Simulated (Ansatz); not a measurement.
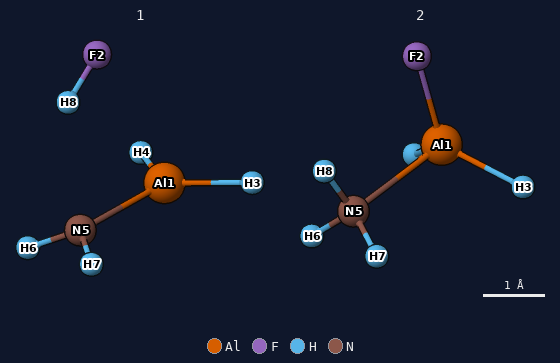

Two geometries of AlNH5F, drawn at one scale. One is the start of a relaxation, the other its converged end. Style: ball-and-stick. Shown from a free direction.

Method: Ansatz, RKS PBE0-D4/6-31G*. (no spin polarisation; force threshold 0.03 eV/Å; at most 50 steps)

Which of the two is the end point?

Answer. Structure 2 is the relaxed one. The run prepares an end point of a later path (reaction) calculation, from a guessed geometry. The largest move after the best rigid fit is that of H8, 1.20 Å. Largest moves by element: H 1.20 Å, F 0.93 Å, Al 0.67 Å, N 0.39 Å. Some distances before and after: F2–H8 0.935 → 2.581 Å, N5–H8 2.248 → 1.019 Å, Al1–F2 2.879 → 1.681 Å, Al1–N5 1.877 → 2.070 Å. New bonds form, among them: Al1–F2 (2.88 → 1.68 Å), N5–H8 (2.25 → 1.02 Å). Bonds break, among them: F2–H8 (0.93 → 2.58 Å). Bond angles that change, for instance: H3–Al1–N5 117.3° → 101.4°, H4–Al1–N5 115.8° → 101.5°, Al1–N5–H6 121.5° → 113.1°. Over 13 accepted moves (15 points after the start) the energy falls by 221.5 kJ/mol. The largest force component goes from 1.3 to 0.0025 eV/Å. The line search rejected the trial steps at points 6, 13 of the run.

Limits of the set-up: the start holds two separate molecules, 2.2 Å apart at their closest, whose relative position is a soft coordinate.
